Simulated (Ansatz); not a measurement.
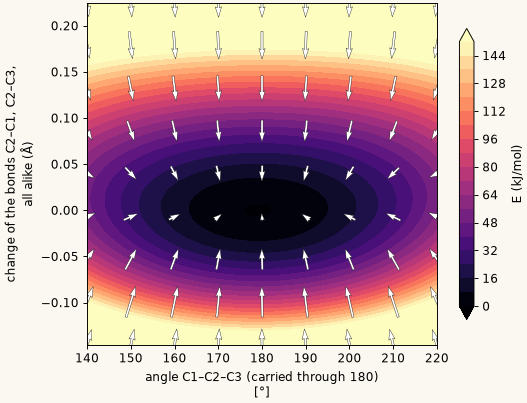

Energy landscape of C3H4S, SMILES C#CCS. Coordinates scanned: (1) angle C1–C2–C3 (carried through 180); (2) change of the bonds C2–C1, C2–C3, all alike. Nothing is relaxed (all other coordinates rigid). The scan uses a 9 × 9 grid. Points are written as (first, second). All energies are given in kJ/mol relative to the lowest grid point. Level of theory: Ansatz 0.2.0, RKS r2SCAN-D4/def2-TZVP.

In the figure: filled contours, arrows along the force (downhill), their lengths compressed, one colour for all values above the top of the scale. Between grid points the surface is interpolated. 

Question: Where are the wells?

Answer: The lowest grid point is at (180°, −0.007 Å). It is the only kind of minimum in the scanned range. The highest grid point, (220°, −0.146 Å), lies 289 kJ/mol above the lowest. Round the minimum the two coordinates are nearly uncoupled.

The whole map (81 points run) took 11 min on 1 thread of Arm Neoverse V1 (shared host).
